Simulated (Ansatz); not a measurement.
# [HF2]− (SMILES F[H-]F) at revPBE/STO-3G

Aim: the vertical singlet–triplet gap of [HF2]− at revPBE/STO-3G, from 2 runs. 

Program for the calculation: Ansatz 0.2.0.

1 further run of the same task is left out (set aside as unsound or not needed).

**1. The system as given**

[HF2]− has 3 atoms, charge -1, and is taken as a singlet. SMILES: `F[H-]F`. The coordinates come from a PBE0-D4/def2-TZVPD relaxation.

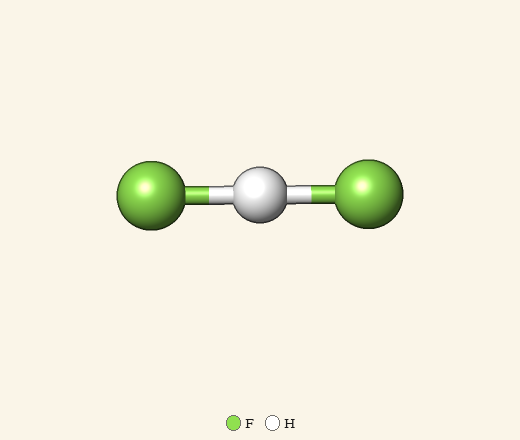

The structure, seen from a chosen angle (fluorine green, hydrogen white).

**2. The energy at revPBE/STO-3G**

Input file in.yaml:

```yaml
crystal:
  periodic: [false, false, false]
  atoms:
    - {symbol: F, position_ang: [-0.973200, 0.344400, -0.491000]}
    - {symbol: H, position_ang: [-0.000000, 0.000000, -0.000000]}
    - {symbol: F, position_ang: [0.973200, -0.344400, 0.491000]}
basis:
  gaussian:
    orbitals: STO-3G
total_charge: -1
hamiltonian:
  xc: {name: revPBE}
accuracy: high
```

Run with:

```
ansatz run in.yaml --threads 1 --pin off --max-ram 2610MiB --events-out events.jsonl --progress --plain --runs-dir runs
```

Output:

```text
Warning: RAYON_NUM_THREADS=1 ignored (pool sized by the plan → 1); use --threads N
Functional definition: revPBE
  name "revPBE"
  parameter kappa = 1.245
  parameter beta = 0.06672455060314922
  exchange = pbe_x(kappa = kappa, mu = beta*pi^2/3)
  correlation = pbe_c(beta = beta)
160 factors; integrals over basis functions are off by at most 3.7e-8 eV
mean field evaluation 1: about -5361.4973 eV, gradient 3.5e0 eV
mean field evaluation 2: about -5361.5427 eV, gradient 1.4e0 eV
mean field evaluation 4: about -5361.5357 eV, gradient 1.4e-1 eV
mean field evaluation 8: about -5361.5358 eV, gradient 4.1e-6 eV
mean field -5361.53580179 eV, -197.0328065362 hartree, gradient 1.1e-8 eV, S^2 0.000000; 0 other end points of the search recorded, 0 dependent functions left out
reference -5361.53580301 eV, -197.0328065812 hartree; 10, 10 occupied and 1, 1 virtual orbitals, 160 factors
Total energy: -5361.53580301 eV, -197.0328065812 hartree
```

Wall time 0.44 s (1 thread of Arm Neoverse V1, shared host).

**3. The triplet**

Input file job.yaml:

```yaml
crystal:
  periodic: [false, false, false]
  atoms:
    - symbol: F
      position_ang: [-0.973200, 0.344400, -0.491000]
    - symbol: H
      position_ang: [-0.000000, 0.000000, -0.000000]
    - symbol: F
      position_ang: [0.973200, -0.344400, 0.491000]
basis:
  gaussian:
    orbitals: STO-3G
total_charge: -1
magnetization:
  spin_polarized: true
  initial_magnetization: 2
hamiltonian:
  xc: {name: revPBE}
accuracy: high
```

Run with:

```
ansatz run job.yaml --threads 1 --pin off --max-ram 2610MiB --events-out events.jsonl --progress --plain --runs-dir runs
```

Output (excerpt; [...] marks lines left out):

```text
Warning: RAYON_NUM_THREADS=1 ignored (pool sized by the plan → 1); use --threads N
[... 6 set-up lines as earlier in the session ...]
160 factors; integrals over basis functions are off by at most 3.7e-8 eV
mean field evaluation 1: about -5348.3259 eV, gradient 3.8e0 eV
mean field evaluation 2: about -5348.4616 eV, gradient 5.4e-1 eV
mean field evaluation 4: about -5348.4350 eV, gradient 8.5e-2 eV
mean field evaluation 8: about -5348.4351 eV, gradient 3.7e-5 eV
mean field evaluation 16: about -5347.9076 eV, gradient 1.3e-2 eV
mean field evaluation 32: about -5347.7233 eV, gradient 1.2e-1 eV
mean field -5348.43505676 eV, -196.5513630365 hartree, gradient 4.6e-10 eV, S^2 2.000000; 9 other end points of the search recorded, 0 dependent functions left out
reference -5348.43505818 eV, -196.5513630887 hartree; 11, 9 occupied and 0, 2 virtual orbitals, 160 factors
Total energy: -5348.43505818 eV, -196.5513630887 hartree
```

Wall time 1.9 s (1 thread of Arm Neoverse V1, shared host); peak memory 0.097 GiB.

**4. Results**

At revPBE/STO-3G:

| quantity | value |
| --- | --- |
| singlet: total energy | -197.03281 Eh |
| triplet: total energy | -196.55136 Eh |
| triplet: ⟨S²⟩ | 2.000 |
| vertical energy of the triplet above the singlet | 13.101 eV |

In words: At this shape the triplet lies 13.10 eV (1264 kJ/mol) above the singlet. For an anion a state so high probably lies above electron detachment. In a minimal basis such a difference can be off by several eV, whatever the method.
